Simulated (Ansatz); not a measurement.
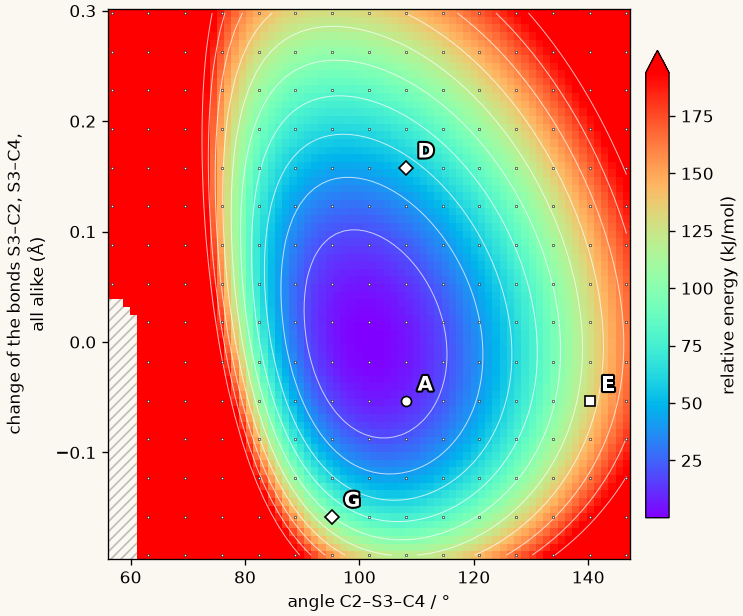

C₄H₆S, SMILES C=CSC=C. Coordinates scanned: (1) angle C2–S3–C4; (2) change of the bonds S3–C2, S3–C4, all alike. Nothing is relaxed (all other coordinates rigid). The scan uses a 15 × 15 grid. At 7 points there is no value (left out of the scan, as a rule where atoms come close). Points are written as (first, second). All energies are given in kJ/mol relative to the relaxed molecule at the same level. Computed with Ansatz 0.2.0, RKS PBE0-D4/def2-SVP.

In the figure: a smooth colour map with a few white contour lines, dots at the grid points, one colour for all values above the top of the scale, hatched blanks where no value was computed, lettered points. Between grid points the surface is interpolated.

Rank the lettered points by energy, lowest first.

Answer. A (10 kJ/mol), D (54 kJ/mol), G (100 kJ/mol), E (132 kJ/mol).

What kind of point is each of A, D, E, G: minimum, saddle, maximum or slope?

Answer. A: on a slope; D: on a slope; E: on a slope; G: on a slope. (In these two coordinates alone; a stationary point may lie a little off the grid point.)
